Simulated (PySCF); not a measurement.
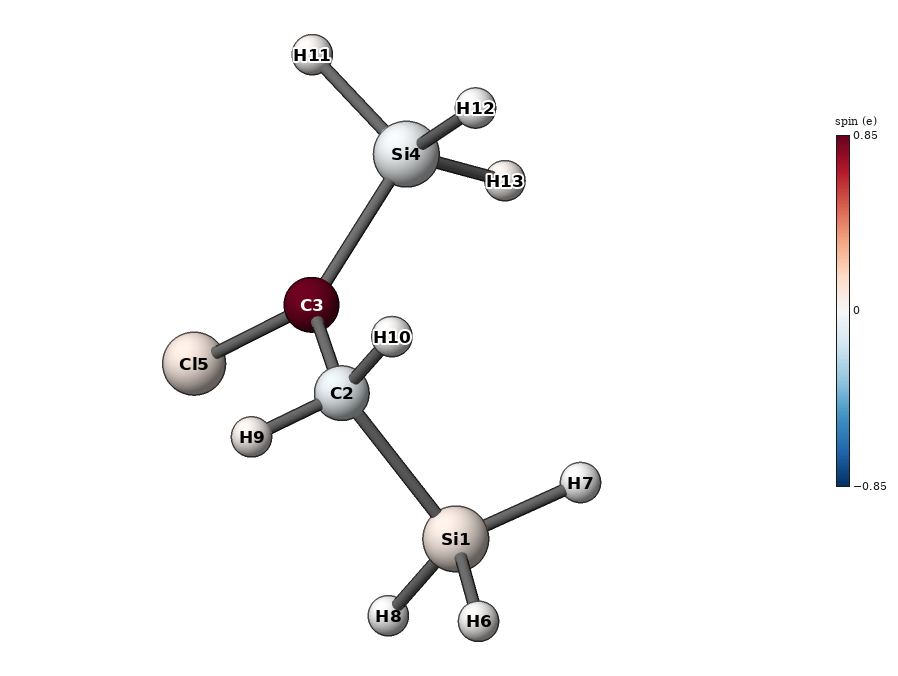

Atoms are coloured by their Mulliken spin populations. Charge 0, doublet. Computed geometry: GFN2-xTB optimisation. No frequency run is at hand to confirm it as a minimum. Method: UKS B3LYP, pcH-1 on C Cl H Si, non-relativistic (PySCF 2.14.0).

Question: Which atom carries the largest spin population?

Answer: C3 (0.83 e).

Question: Which atom has the lowest spin population?

Answer: C2 (−0.06 e); a negative value comes from spin polarisation.

List the Mulliken spin populations.

```
atom  value (e)
 Si1       0.07
  C2      −0.06
  C3       0.83
 Si4      −0.03
 Cl5       0.08
  H6       0.01
  H7       0.00
  H8       0.00
  H9       0.03
 H10       0.01
 H11       0.02
 H12       0.00
 H13       0.04
```

Mulliken values depend strongly on the basis set. The geometry is semi-empirical. Around Si such bond lengths and angles can be off by a tenth of an ångström or more and by several degrees, and values that hang on the shape move with them.
